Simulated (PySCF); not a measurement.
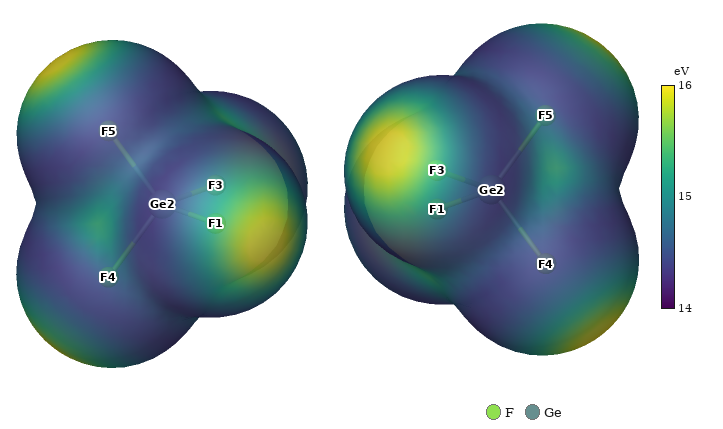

F$_{4}$Ge, SMILES `F[Ge](F)(F)F`. Average local ionisation energy on the surface of electron density 0.001 a.u. (back view left, front view right).

Method: PBE0/def2-TZVP; geometry: GFN2-xTB; program: PySCF. No frequency check shows the geometry to be a minimum. GFN2-xTB bond lengths at metals and heavier atoms can be off by up to 0.1 Å and shapes distorted, which carries into these values.

The calculation's input:

```python
import numpy as np
from pyscf import gto, scf, dft
from pyscf.scf import atom_ks, atom_hf
from scipy.linalg import block_diag

def solve(mol, dm0=None, hcore=None):
    mf = (dft.UKS if mol.spin else dft.RKS)(mol, xc='pbe0')
    mf.grids.level = 3
    mf = mf.density_fit(auxbasis='def2-universal-jkfit')
    mf.conv_tol, mf.max_cycle = 1e-8, 80
    if hcore is not None:
        mf.get_hcore = lambda *args: hcore
    mf.kernel(dm0)
    if not mf.converged:
        mf = mf.newton().run(mf.mo_coeff, mf.mo_occ, max_cycle=30)
    assert mf.converged, 'SCF not converged'
    return mf

mol = gto.M(atom='''
F      0.96630    -0.46135     1.28530
Ge    -0.00013     0.00000    -0.00004
F      0.96628     0.46136    -1.28524
F     -0.96607    -1.28578    -0.46112
F     -0.96606     1.28579     0.46122
''', basis='def2-tzvp', charge=0, spin=0, verbose=4)
mf = solve(mol)
mf.analyze()
# spherically averaged free atoms, for the promolecule
atm = atom_ks.get_atm_nrks(mol, xc='pbe0')
pro = block_diag(*[(atm[a[0]][2] * atm[a[0]][3]) @ atm[a[0]][2].T for a in mol._atom])
np.savez('result.npz', e=mf.e_tot, c=mf.mo_coeff, occ=mf.mo_occ, eps=mf.mo_energy, pro=pro, dip=mf.dip_moment(verbose=0), s2=mf.spin_square()[0])
```

Launched as:

```sh
OMP_NUM_THREADS=1 python input.py
```

The run took 26 s on 1 thread of Arm Neoverse N1 (shared host), peak memory 0.62 GiB.

Partitions, critical points and surface values were worked out afterwards from this run's density.

Where are the most loosely bound electrons on this surface?

Answer. The lowest value is 14.3 eV, 1.7 Å from F1, and at like points elsewhere. For comparison, the highest occupied orbital lies at −12.7 eV.

What volume does the surface enclose, and what is the dipole moment?

Answer. About 78 Å³; the dipole moment is 0.0 D.
